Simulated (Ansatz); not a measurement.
## Ligand exchange: C2H3Cl3 + SiH(CH3)2(SiH3) → C2H4Cl2 + Si(CH3)2(SiH3)Cl

Gas-phase species: C2H3Cl3 `ClCC(Cl)Cl`, singlet; SiH(CH3)2(SiH3), singlet; C2H4Cl2 (1,2-dichloroethane) `ClCCCl`, singlet; Si(CH3)2(SiH3)Cl, singlet. The partners trade Cl for H: C–Cl and Si–H bonds give way to C–H and Si–Cl.

Shapes, held fixed at every level: PBE0-D4/def2-TZVP. Flexible molecules stand in one conformer, not always the lowest. Programs: Ansatz 0.2.0. Electronic energies: no zero-point or thermal term.

```
               level                    kind  ΔE (kJ/mol)  less CCSD(T)/CBS estimate
   PBE-D4/def2-TZVPP                     GGA       -168.7                       +8.2
r2SCAN-D4/def2-TZVPP                meta-GGA       -177.6                       -0.7
 B3LYP-D4/def2-TZVPP           global hybrid       -177.1                       -0.2
  PBE0-D4/def2-TZVPP           global hybrid       -176.5                       +0.4
  wB97M-V/def2-TZVPP  range-separated hybrid       -178.5                       -1.6
   B2PLYP/def2-TZVPP           double hybrid       -177.0                       -0.1
      MP2/def2-TZVPP     perturbation theory       -177.8                       -0.9
CCSD(T)/CBS estimate   coupled cluster or CI       -176.9                        0.0
```

The highest level, CCSD(T)/CBS estimate, gives ΔE = -176.9 kJ/mol; the levels span -178.5 to -168.7. The column of differences is taken from that level and isn't an error. No measured value is set beside it here. The CBS estimate extrapolates MP2 from def2-TZVPP and def2-QZVPP and adds CCSD(T) − MP2 in the triple-zeta set, cores frozen.

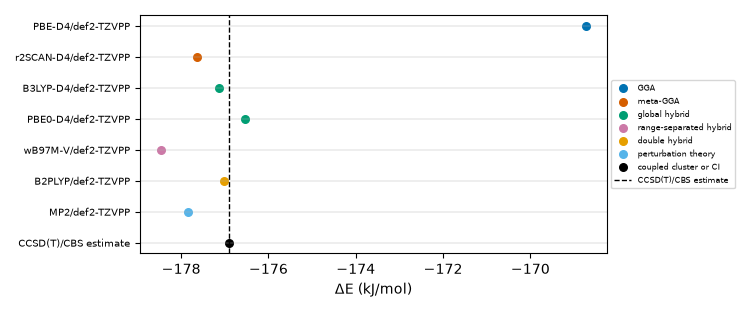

The values of the table, level by level.
